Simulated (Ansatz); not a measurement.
```
Be S O
1.0
     4.98990    0.00000    0.00000
    -2.49495    4.32138    0.00000
     0.00000    0.00000    2.32062
Be S O
2 1 3
Cartesian
  2.4950 1.4404 0.0000
  0.0000 2.8809 0.0000
  0.0000 0.0000 0.0000
  1.2475 2.1607 1.1603
  2.4949 0.0000 1.1603
  -1.2475 2.1607 1.1603
```

Space group P6/mmm; a structure generated by program, which may or may not match a known phase.

Theory: Ansatz, DFT PBE, scalar-relativistic, plane waves, PAW.

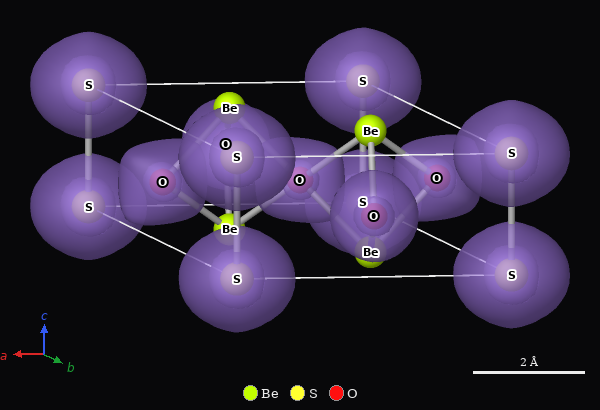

Be2SO3. Isosurface of the ELF at 0.7 (purple), seen at an oblique angle. Core shells and regions of very low density are left out. Sticks mark near contacts.

In a PAW calculation such maps are meaningful between the atoms, not at the nuclei.

> What do the ELF domains correspond to?

At this value the surface marks out three regions wrapped around O (the valence shell of each) and one region wrapped around S (its valence shell), counted in one cell of 6 atoms. Regions shared between cells count once.

Values along the shortest contacts:
Be–O (1.85 Å): the ELF peaks at about 0.85 in the valence shell of O, 0.6 Å from its nucleus, and is about 0.75 at the midpoint. S–S (2.32 Å): the ELF peaks at about 0.85 in the valence shell of S, 0.7 Å from its nucleus, and drops to about 0.60 between the two atoms.
